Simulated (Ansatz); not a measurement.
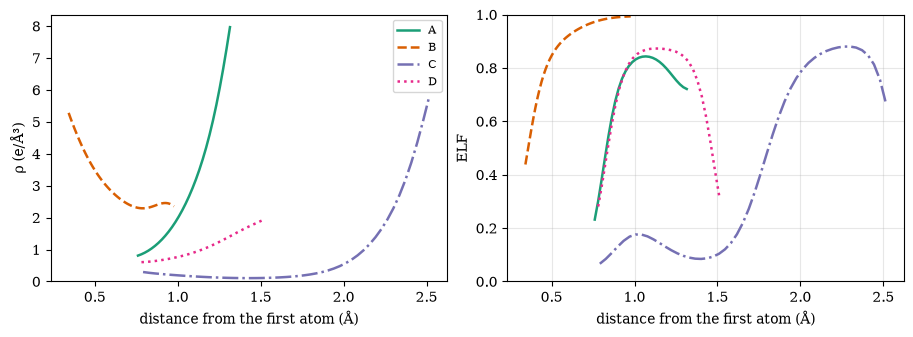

ClFH$_{2}$Si···H$_{2}$O. Electron density and ELF along straight lines between neighbouring atoms. The curves leave out the atomic cores.

Method: RKS PBE-D4/def2-SVP (Ansatz 0.2.0).

```yaml
atoms:
  - { symbol: Si, position_ang: [-0.9650, 0.2146, -0.4442] }
  - { symbol: F, position_ang: [-0.1917, -1.1040, -1.0473] }
  - { symbol: H, position_ang: [-2.1074, 0.4555, -1.3815] }
  - { symbol: H, position_ang: [-1.4189, 0.0098, 0.9573] }
  - { symbol: Cl, position_ang: [0.2658, 1.8832, -0.6363] }
  - { symbol: H, position_ang: [1.3940, -1.1798, 0.4852] }
  - { symbol: O, position_ang: [1.2706, -0.5291, 1.2034] }
  - { symbol: H, position_ang: [1.7525, 0.2500, 0.8634] }
```

Q: Which curve belongs to which contact (O–H, Si–Cl, Si–F and Si–O)? The first atom named is at distance zero.

A: Curve A: Si–F (1.64 Å): ρ at the midpoint is about 0.96 e/Å³; the ELF peaks at about 0.85 in the valence shell of F, 0.6 Å from its nucleus, and is about 0.45 at the midpoint. Curve B: O–H (0.98 Å): the density is about 3.6 e/Å³ at the midpoint; the ELF climbs to about 1 towards the hydrogen, as it does in any bond to H; an ordinary covalent bond to hydrogen. Curve C: Si1···O7 (2.87 Å): the density falls to about 0.11 e/Å³ on the way; the ELF is about 0.10 at the midpoint. Curve D: Si–Cl (2.08 Å): ρ is about 0.82 e/Å³ halfway; the ELF peaks at about 0.85 between the atoms; a polar covalent bond.
